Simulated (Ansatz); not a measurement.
**HfH2: one crystal by all-electron and frozen-core methods, part 1 of 2**

The same cell of HfH2 is computed with all-electron LAPW, PAW on the default files and all-electron PAW on datasets made for the crystal, to set the results side by side.

Method: DFT LDA, scalar-relativistic, in Ansatz 0.2.0.

## (1) The starting structure

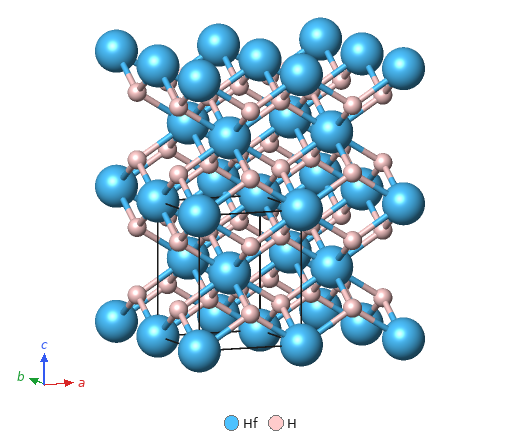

The starting structure, seen slightly off an axis (hafnium blue, hydrogen pink). 2×2×2 cells are drawn. Atoms on the faces are drawn again on the opposite ones. The cell drawn here is the conventional one.

Coordinates:

```cif
data_structure
_symmetry_space_group_name_H-M 'P 1'
_symmetry_Int_Tables_number 1
_cell_length_a 3.2544
_cell_length_b 3.2544
_cell_length_c 3.2544
_cell_angle_alpha 115.744
_cell_angle_beta 115.744
_cell_angle_gamma 97.544
_cell_volume 25.70
loop_
_atom_site_label
_atom_site_type_symbol
_atom_site_fract_x
_atom_site_fract_y
_atom_site_fract_z
_atom_site_occupancy
Hf1 Hf 0.00000 0.00000 0.00000 1
H1 H 0.25000 0.75000 0.50000 1
H2 H 0.75000 0.25000 0.50000 1
```

Structure from a Materials Project entry, not relaxed further.

Atoms are numbered in the order of the input: Hf1, H2, H3.

## (2) All-electron LAPW

File input.yaml:

```yaml
crystal:
  lattice:
    - [-1.7307056792, 1.7307056792, 2.1447997069]
    - [1.7307056792, -1.7307056792, 2.1447997069]
    - [1.7307056792, 1.7307056792, -2.1447997069]
  atoms:
    - { symbol: Hf, position: [0.0, 0.0, 0.0] }
    - { symbol: H, position: [0.25, 0.75, 0.5] }
    - { symbol: H, position: [0.75, 0.25, 0.5] }
kpoints:
  mp_grid: { grid: [15, 15, 15] }
  band_path:
    path:
      - [0.0, 0.0, 0.0]
      - [0.0, 0.0, 0.5]
      - [0.25, 0.25, 0.25]
      - [0.0, 0.5, 0.0]
      - [0.0, 0.0, 0.0]
      - [0.5, 0.5, -0.5]
      - [0.4127844674, 0.5872155326, -0.4127844674]
      - [-0.4127844674, 0.4127844674, 0.4127844674]
      - [0.0, 0.0, 0.0]
    npoints: 8
scf:
  occupations: { method: fermi_dirac, width: 0.03 }
hamiltonian:
  xc: lda
  pseudopotentials: { kind: all_electron, lapw: { basis_error: 0.0005 } }
output:
  forces: true
  stress: true
  eigenvalues: true
  fatbands: true
  populations: true
  dos: { projected: true, de: 0.2, e_range: [-14, 8] }
```

Output:

```text
Hf: projections on atomic orbitals take those of the free atom 1s2 2s2 2p6 3s2 3p6 3d10 4s2 4p6 4d10 4f14 5s2 5p6 5d2 6s2, of charge +0.00 (hamiltonian.pseudopotentials.projection_atoms)
H: projections on atomic orbitals take those of the free atom 1s1, of charge +0.00 (hamiltonian.pseudopotentials.projection_atoms)
LAPW: plane waves up to 9.182 Å⁻¹, error target 5.0e-4 eV per atom; small_component_spin mean_spin; H in spheres of 0.659 Å, 1 of its electrons in bands, Dirac shells []; Hf in spheres of 1.377 Å, 42 of its electrons in bands, Dirac shells []
Engine: ansatz 0.2.0
Pseudopotentials: kind: all_electron
Pseudopotential: Hf, LAPW, valence charge 42, Koelling and Harmon's equation, gaussian nucleus
Pseudopotential: H, LAPW, valence charge 1, Koelling and Harmon's equation, gaussian nucleus
Functional definition: SPW92
  exchange = slater_x
  correlation = pw_c
Crystal: 3 atoms, lattice volume = 25.698 Å³
Basis set: ecut = 321.2146251070623 eV, 323 PW (Γ), exchange–correlation at level 2
Bands: 27, of which v1, the nominal top of the filled ones, is band 22 counted from 1 (21 counted from 0)
Symmetry: 16 space group operations
Space group: I4/mmm (ITA 139), of the structure as read, at distance tolerance 3.0e-5 Å
k-points: 288 of 3375
Non-local potential: Hf, projectors of the file, none
Non-local potential: H, projectors of the file, none
Initial density: superposition of atomic densities (chi_scale 0.1, normalization cell, long waves kept (reshape's long-wave potential 0.00 eV rms))
Initial wavefunctions: plane waves of lowest kinetic energy (no species holds an atomic orbital)
Functional: x = slater, c = lda
iter 1 solved again at ethr=2.49e-3 eV; its pass at ethr=1.00e-1 eV (dr2=1.09e0 eV) is discarded
SCF iter   1: F=—  HF=-410039.602857 eV  |F-HF|=—  |Δ(HF+E_count)|=         —  Δρ=6.85e-2  dr2=1.09e0  ethr=2.49e-3  ⟨swp⟩=2.0  Hψ=48674  notcnv=0
preconditioner: auto → Kerker (q_TF=auto, 2.984 Å⁻¹)  [metal: Δε(μ)=0.007 eV  Ē_g=18.716 eV  σ=0.030 eV  W_gap=0.06  n_scr=14 (ndim 8)  ℏωp=37.4 eV  f_vac=0.000  D(μ)=0.46/eV (n_scr^D=0)]
SCF iter   2: F=—  HF=-410039.097839 eV  |F-HF|=—  |Δ(HF+E_count)|=   5.05e-1  Δρ=3.80e-2  dr2=3.69e-1  ethr=2.48e-3  ⟨swp⟩=2.9  Hψ=23757  notcnv=0
SCF iter   3: F=—  HF=-410039.018522 eV  |F-HF|=—  |Δ(HF+E_count)|=   7.93e-2  Δρ=1.99e-2  dr2=1.14e-1  ethr=8.38e-4  ⟨swp⟩=2.7  Hψ=24326  notcnv=0
SCF iter   4: F=—  HF=-410038.930863 eV  |F-HF|=—  |Δ(HF+E_count)|=   8.77e-2  Δρ=1.02e-2  dr2=3.22e-2  ethr=2.59e-4  ⟨swp⟩=2.3  Hψ=24009  notcnv=0
iter 5 solved again at ethr=3.83e-6 eV; its pass at ethr=7.32e-5 eV (dr2=1.68e-3 eV) is discarded
SCF iter   5: F=—  HF=-410038.928328 eV  |F-HF|=—  |Δ(HF+E_count)|=         —  Δρ=2.30e-3  dr2=1.68e-3  ethr=3.83e-6  ⟨swp⟩=2.0  Hψ=38531  notcnv=0
the basis was enlarged: its passes take 354.1 KiB over the memory plan, 1 of 1 planned eigensolver slots
SCF iter   6: F=—  HF=-410038.928342 eV  |F-HF|=—  |Δ(HF+E_count)|=   1.45e-5  Δρ=9.07e-4  dr2=2.19e-4  ethr=3.83e-6  ⟨swp⟩=2.0  Hψ=22784  notcnv=0
SCF iter   7: F=—  HF=-410038.928347 eV  |F-HF|=—  |Δ(HF+E_count)|=   4.51e-6  Δρ=1.46e-4  dr2=6.94e-6  ethr=4.98e-7  ⟨swp⟩=2.0  Hψ=22784  notcnv=0
SCF iter   8: F=—  HF=-410038.928345 eV  |F-HF|=—  |Δ(HF+E_count)|=   1.54e-6  Δρ=6.10e-5  dr2=1.26e-6  ethr=1.58e-8  ⟨swp⟩=3.0  Hψ=23287  notcnv=0
SCF iter   9: F=-410038.928345 eV  HF=-410038.928345 eV  |F-HF|=3.84e-9  |Δ(HF+E_count)|=   3.05e-7  Δρ=1.04e-5  dr2=2.50e-8  ethr=2.86e-9  ⟨swp⟩=2.0  Hψ=22784  notcnv=0
SCF 1 converged in 9 iterations: F = -410038.928345 eV  dr2 = 2.50e-8
NSCF: frozen V_eff on 65 k-points
SCF converged after 9 iterations
Free energy (F): -410038.928345 eV
Harris-Foulkes:  -410038.928345 eV  (|F-HF|=3.84e-9)
Internal energy: -410038.926778 eV  (E = F + TS)
E sigma→0 (E₀):  -410038.927561 eV
Entropy (-TS):   -0.001567 eV (-0.522 meV/atom)
Fermi energy:    18.745691 eV
--- Per-component energies (eV) ---
  E_band       = -3942.414420
  E_kinetic    = 456115.496195
  E_xc         = -8189.811550
  E_electrostatic = -857964.611422  (all electrons and nuclei)
  E_smearing   = -0.001567  (= −TS)
  E_closure    = 0.000000  (closes the sum)
  E_atoms      = -410022.030668  (free atoms, spherical and without spin; not in F)
  Σ components = -410038.928345   (vs F -410038.928345, Δ=0.00e0)
  Basis errors (estimates in eV, not in F): energy 2.2e-4 per atom: plane waves 2.1e-4 (1.2e-4 summed), levels above the bands 4.9e-119, relativity 3.9e-9, radial functions 1.5e-5, core shells 9.4e-8; eigenvalues (radial functions only) 1.2e-5; not estimated: angular momenta, meshes, grids; target (lapw.basis_error) 5.0e-4; muffin-tin radii H 0.659 Å, Hf 1.377 Å
--- Forces (eV/Å), atoms counted from 1 ---
  atom   1  Hf    -0.00000000    -0.00000000    -0.00000000
  atom   2  H     -0.00000000    -0.00000000     0.00000000
  atom   3  H      0.00000000    -0.00000000    -0.00000000
  max |Σ_I F_I| component: 1.30e-18 eV/Å
--- Stress (GPa, compression-positive) ---
       -4.699758      -0.000000      -0.000000
       -0.000000      -4.699758       0.000000
       -0.000000       0.000000      -5.324238
  P = ⅓ Tr σ = -4.9079 GPa (-49.079 kbar)
--- Band table (eV; the first three rows and the last of 288) ---
  k-point 0: bands = ["-354.3240", "-354.3192", "-354.3192", "-182.7094", "-182.7015", "-182.6987", "-182.6987", "-182.6830", "-43.6249", "-12.1026", "-12.1026", "-12.0440", "6.2650", "6.3773", "6.3773", "6.3881", "6.4122", "6.4122", "6.4436", "7.4064", "17.7837", "18.2153", "18.2153", "19.0757", "20.5132", "21.9573", "30.5124"]
  k-point 1: bands = ["-354.3240", "-354.3192", "-354.3192", "-182.7094", "-182.7015", "-182.6987", "-182.6987", "-182.6830", "-43.6230", "-12.1317", "-12.1072", "-12.0542", "6.2692", "6.3762", "6.3786", "6.3886", "6.4102", "6.4106", "6.4415", "7.5663", "16.5692", "18.3516", "19.1483", "19.5956", "20.3562", "21.8381", "29.5923"]
  k-point 2: bands = ["-354.3240", "-354.3192", "-354.3192", "-182.7094", "-182.7015", "-182.6987", "-182.6987", "-182.6830", "-43.6174", "-12.2127", "-12.1202", "-12.0829", "6.2814", "6.3745", "6.3821", "6.3901", "6.4047", "6.4064", "6.4356", "8.0319", "15.3412", "18.7568", "19.3688", "19.7291", "21.3145", "21.7891", "29.1120"]
  k-point 287: bands = ["-354.3240", "-354.3192", "-354.3192", "-182.7094", "-182.7015", "-182.6987", "-182.6987", "-182.6830", "-43.5629", "-12.6234", "-12.4036", "-12.3923", "6.3638", "6.3718", "6.3719", "6.3735", "6.3962", "6.4193", "6.4206", "10.9553", "14.6260", "14.9360", "22.8424", "23.4171", "23.6527", "23.9670", "25.0948"]
--- Löwdin populations: 3 sites ---
  site symbol       q [e]
     0     Hf     71.7530
     1      H      1.1003
     2      H      1.1003
  spilling = 0.000626 (of n_electrons = 74.000000)
```

Run time: 2.3 min. Hardware: 1 thread, shared host.

Result: pressure -4.91 GPa; no gap.

At the corners of the path (eV, zero at the Fermi level):

```csv
point,band 19,band 20,band 21,band 22,band 23,band 24,band 25
Γ,-12.30,-11.34,-0.96,-0.53,-0.53,0.33,1.77
X,-12.34,-6.63,-5.64,-4.21,3.90,4.13,5.40
P,-12.35,-6.20,-6.20,-2.44,1.30,3.94,4.71
N,-12.32,-8.45,-5.04,-0.93,0.60,3.76,4.76
Γ,-12.30,-11.34,-0.96,-0.53,-0.53,0.33,1.77
M,-12.33,-7.83,-4.05,-3.88,4.65,4.76,4.76
S,-12.33,-7.60,-4.44,-3.42,2.86,3.82,4.21
S0,-12.33,-7.60,-4.44,-3.42,2.86,3.82,4.21
Γ,-12.30,-11.34,-0.96,-0.53,-0.53,0.33,1.77
```

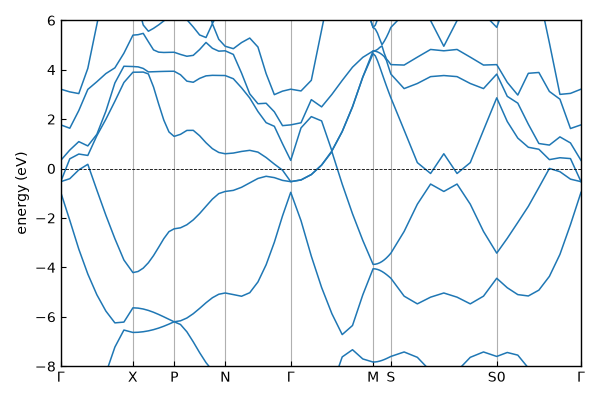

Bands along the path, counted from its Fermi level.

States per cell in windows of 1 eV (zero at the Fermi level; grid of 0.20 eV, so sharp peaks spill over the borders):

```csv
from,to,total,Hf 5d,H 1s,Hf 6s
-10,-9,0.20,0.02,0.10,0.08
-9,-8,0.45,0.11,0.21,0.10
-8,-7,0.80,0.32,0.37,0.09
-7,-6,0.71,0.31,0.35,0.03
-6,-5,1.35,0.51,0.77,0.02
-5,-4,0.29,0.13,0.15,0.00
-4,-3,0.20,0.15,0.04,0.01
-3,-2,0.55,0.50,0.03,0.01
-2,-1,0.64,0.60,0.01,0.01
-1,0,0.65,0.62,0.01,0.01
0,1,0.87,0.82,0.01,0.02
1,2,1.15,1.04,0.03,0.04
2,3,0.93,0.82,0.04,0.02
3,4,1.55,1.28,0.07,0.13
4,5,1.28,0.89,0.10,0.20
```

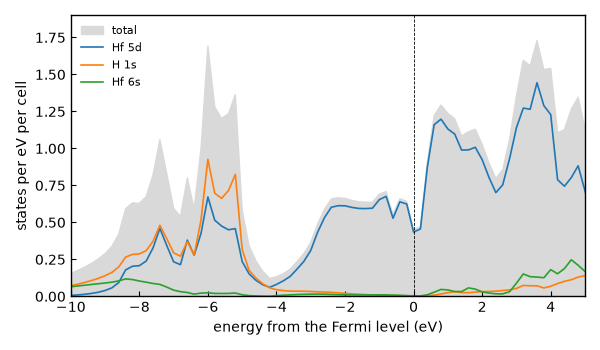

Density of states, total and projected.

## (3) PAW on the default files

input.yaml: that of step 2 with these lines changed.

```diff
@@ -27,3 +27,3 @@
   xc: lda
-  pseudopotentials: { kind: all_electron, lapw: { basis_error: 0.0005 } }
+  pseudopotentials: { kind: paw }
 output:
@@ -32,4 +32,5 @@
   eigenvalues: true
-  fatbands: true
+  efg: { contact_densities: true }
   populations: true
+  bader: true
   dos: { projected: true, de: 0.2, e_range: [-14, 8] }
```

Output:

```text
Hf: output.efg is read without spin–orbit coupling, which moves field gradients at and beside such atoms by some per cent and up to a factor of two; PAW files take it under magnetization.noncollinear and magnetization.spin_orbit
[... 1 set-up line as earlier in the session ...]
Pseudopotentials: kind: paw
Pseudopotential: Hf, paw, valence charge 26, recommended cutoff 420 eV (normal)
Pseudopotential: H, paw, valence charge 1, recommended cutoff 420 eV (normal)
[... 3 set-up lines as earlier in the session ...]
Crystal: 3 atoms, lattice volume = 25.698 Å³
Basis set: ecut = 420 eV, 519 PW (Γ)
Bands: 18, of which v1, the nominal top of the filled ones, is band 14 counted from 1 (13 counted from 0)
[... 2 set-up lines as earlier in the session ...]
k-points: 288 of 3375
Non-local potential: Hf, projectors of the file, l = 0: 3, l = 1: 2, l = 2: 2, l = 3: 3
Non-local potential: H, projectors of the file, l = 0: 2, l = 1: 1
PAW form: soft (Blöchl's): semilocal exchange-correlation on the pseudo side does not see the compensation charge
PAW frozen core: Hf, regenerated for the run's functional, and the local potential with it (the file was generated under x = pbe(κ = 0.804, μ = 0.2195149727645171), c = pbe(β = 0.06672455060314922))
PAW one-centre angular grid: Hf, 590 points (default); XC on 64 Gauss nodes
PAW one-centre angular grid: H, 110 points (default); XC on 64 Gauss nodes
Initial density: superposition of atomic densities (neutral atoms: chi_scale 0, normalization atom), corrected by the library's trained network
Initial wavefunctions: pseudopotential atomic-orbital guess
[... 1 set-up line as earlier in the session ...]
SCF iter   1: F=—  HF=-15509.874288 eV  |F-HF|=—  |Δ(HF+E_count)|=         —  Δρ=1.11e-2  dr2=2.14e-2  ethr=1.77e-3  ⟨swp⟩=5.2  Hψ=21830  notcnv=0
preconditioner: auto → Kerker (q_TF=auto, 2.768 Å⁻¹)  [metal: Δε(μ)=0.024 eV  Ē_g=18.666 eV  σ=0.030 eV  W_gap=0.19  n_scr=12 (ndim 8)  ℏωp=37.4 eV  f_vac=0.000  D(μ)=0.56/eV (n_scr^D=0)]
SCF iter   2: F=—  HF=-15509.868453 eV  |F-HF|=—  |Δ(HF+E_count)|=   5.84e-3  Δρ=6.28e-3  dr2=7.14e-3  ethr=7.65e-5  ⟨swp⟩=2.0  Hψ=8486  notcnv=0
SCF iter   3: F=—  HF=-15509.866486 eV  |F-HF|=—  |Δ(HF+E_count)|=   1.97e-3  Δρ=1.19e-3  dr2=3.94e-4  ethr=2.55e-5  ⟨swp⟩=2.0  Hψ=9109  notcnv=0
SCF iter   4: F=—  HF=-15509.865805 eV  |F-HF|=—  |Δ(HF+E_count)|=   6.81e-4  Δρ=5.78e-4  dr2=3.97e-5  ethr=1.41e-6  ⟨swp⟩=2.0  Hψ=9237  notcnv=0
SCF iter   5: F=—  HF=-15509.865809 eV  |F-HF|=—  |Δ(HF+E_count)|=   4.58e-6  Δρ=7.03e-5  dr2=1.19e-6  ethr=1.42e-7  ⟨swp⟩=2.0  Hψ=9221  notcnv=0
SCF iter   6: F=—  HF=-15509.865809 eV  |F-HF|=—  |Δ(HF+E_count)|=   8.62e-7  Δρ=2.34e-5  dr2=1.40e-7  ethr=4.26e-9  ⟨swp⟩=2.0  Hψ=8215  notcnv=0
SCF iter   7: F=-15509.865809 eV  HF=-15509.865809 eV  |F-HF|=1.94e-8  |Δ(HF+E_count)|=   8.03e-9  Δρ=8.36e-6  dr2=2.42e-8  ethr=3.57e-10  ⟨swp⟩=4.7  Hψ=19789  notcnv=0
SCF 1 converged in 7 iterations: F = -15509.865809 eV  dr2 = 2.42e-8
NSCF: frozen V_eff on 65 k-points
SCF converged after 7 iterations
Free energy (F): -15509.865809 eV
Harris-Foulkes:  -15509.865809 eV  (|F-HF|=1.94e-8)
Internal energy: -15509.864242 eV  (E = F + TS)
E sigma→0 (E₀):  -15509.865025 eV
Entropy (-TS):   -0.001567 eV (-0.522 meV/atom)
Fermi energy:    18.473202 eV
--- Per-component energies (eV) ---
  E_band       = 2.751468
  E_kinetic    = 453.587332
  E_local      = -5299.641878  (includes V_loc(G=0)·N_el)
  E_nonlocal   = -1230.311470
  E_hartree    = 2477.543733
  E_xc         = -316.455771
  E_vxc        = -291.433455  (∫ρ·V_xc dr)
  E_paw        = -6685.929794  (= ΣΔE_a)
  E_vpaw       = 1415.472454  (= ΣTr[D̂ρ^β])
  E_aug_tail   = -0.002294  (compensation charges beyond the density's cutoff)
  E_ewald      = -4911.111343
  E_core_change = 2.457243  (= ΣΔE_core)
  E_smearing   = -0.001567  (= −TS)
  E_closure    = 0.000000  (closes the sum)
  Σ components = -15509.865809   (vs F -15509.865809, Δ=0.00e0)
--- Forces (eV/Å), atoms counted from 1 ---
  atom   1  Hf     0.00000000     0.00000000    -0.00000000
  atom   2  H      0.00000000    -0.00000000     0.00000000
  atom   3  H     -0.00000000     0.00000000    -0.00000000
  max |Σ_I F_I| component: 6.90e-31 eV/Å
--- Stress (GPa, compression-positive) ---
       -4.733213      -0.000000       0.000000
       -0.000000      -4.733213      -0.000000
        0.000000      -0.000000      -5.349011
  P = ⅓ Tr σ = -4.9385 GPa (-49.385 kbar)
--- PAW observables at the nuclei: V_zz in 10²¹ V/m², potentials from the cell's mean, atoms counted from 1 ---
  atom   1  Hf V_zz =    -3.547322   η = 0.0000   by run symmetry: allowed
            electrostatic potential = -14182.043586 V   contact ρ = 7500116.991156 e/Å³
  atom   2  H  V_zz =    -0.022614   η = 0.0000   by run symmetry: allowed
            electrostatic potential = -51.268554 V   contact ρ = 2.845033 e/Å³
  atom   3  H  V_zz =    -0.022614   η = 0.0000   by run symmetry: allowed
            electrostatic potential = -51.268554 V   contact ρ = 2.845033 e/Å³
--- Band table (eV; the first three rows and the last of 288) ---
  k-point 0: bands = ["-43.9016", "-12.3785", "-12.3785", "-12.3193", "5.9862", "6.0990", "6.0990", "6.1094", "6.1332", "6.1332", "6.1652", "7.1333", "17.5052", "17.9432", "17.9432", "18.8034", "20.2407", "21.6854"]
  k-point 1: bands = ["-43.8997", "-12.4075", "-12.3831", "-12.3295", "5.9904", "6.0978", "6.1002", "6.1099", "6.1312", "6.1316", "6.1631", "7.2932", "16.2944", "18.0796", "18.8759", "19.3220", "20.0836", "21.5662"]
  k-point 2: bands = ["-43.8941", "-12.4885", "-12.3961", "-12.3582", "6.0026", "6.0962", "6.1037", "6.1114", "6.1257", "6.1274", "6.1571", "7.7590", "15.0668", "18.4844", "19.0961", "19.4565", "21.0411", "21.5168"]
  k-point 287: bands = ["-43.8396", "-12.8986", "-12.6792", "-12.6680", "6.0851", "6.0930", "6.0935", "6.0945", "6.1173", "6.1409", "6.1422", "10.6834", "14.3530", "14.6650", "22.5697", "23.1436", "23.3793", "23.6940"]
--- Löwdin populations: 3 sites ---
  site symbol       q [e]
     0     Hf     25.7521
     1      H      1.0993
     2      H      1.0993
  spilling = 0.001763 (of n_electrons = 28.000000)
--- Bader charges: 3 sites ---
  site symbol  charge [e]  shift [e]
     0     Hf      1.3963     0.0006
     1      H     -0.6982     0.0003
     2      H     -0.6982     0.0003
  estimated error of the sums over rays = 3.9e-4 e
```

Wall time 41 s (1 thread, shared host).

In short: pressure -4.94 GPa; no gap; Vzz Hf1 -3.55 (η = 0.00), H2 -0.02 (η = 0.00) (10²¹ V/m²).

```csv
atom,Bader charge (e),basin volume (Å³)
Hf1,+1.40,14.39
H2,-0.70,5.65
```

(Continued in part 2 of 2.)
